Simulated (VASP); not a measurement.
Shape and ions are relaxed at each volume.

Energy against volume of Dy (hcp). These are MS2 meta-GGA, VASP's PBE PAW potentials (set 64) (plane waves; VASP) values and carry that method's errors.

The 4f electrons are frozen in the core of the lanthanide potential, so 4f levels, which can set the real gap, and their magnetism are missing.

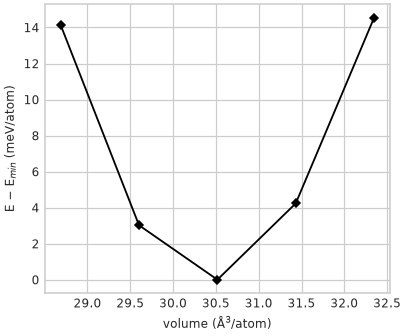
Figure: Energy against volume

Q: Estimate the equilibrium volume and the bulk modulus.

A: The minimum lies near 30.4 Å³/atom, and the curvature gives B0 of about 42 GPa.

Measured: bulk modulus 40.5 GPa (computed value off by +3.6 %), as given by Wikipedia, Dysprosium (infobox). The calculation is for a static lattice, while the measured bulk modulus holds thermal and zero-point effects, which are part of the difference.

The compound is Dy in the hcp structure. It was relaxed first.
